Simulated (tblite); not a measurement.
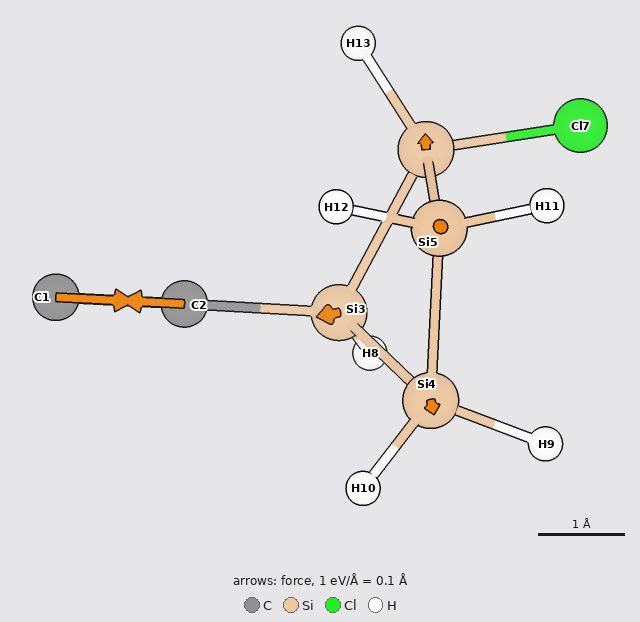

Starting geometry of C2H6ClSi4 (multiplicity 2) with the computed forces as orange arrows. Style: ball-and-stick. Shown at a tilt.

Theory: GFN2-xTB geometry optimisation, gas phase (tblite). 

**Is this structure relaxed? If not, where do the atoms go?**

It isn't relaxed: the largest force vector, on a C atom, is 9.58 eV/Å. The final displacements have little in common with the starting forces (cosine between the two patterns 0.19). The largest move after the best rigid fit is that of an H atom, 0.86 Å. Largest moves by element: H 0.86 Å, C 0.81 Å, Cl 0.67 Å, Si 0.34 Å. Among the contacts that change: C–C 1.539 → 1.218 Å, Si–Si 2.281 → 2.428 Å, Si–Si 2.271 → 2.382 Å, Si–Si 2.277 → 2.362 Å. Among the angles between lasting bonds that change: C–C–Si 179.7° → 165.2°, C–Si–Si 110.1° → 119.6°, H–Si–H 111.9° → 102.8°. Over 94 geometry steps the energy falls by 259.5 kJ/mol.
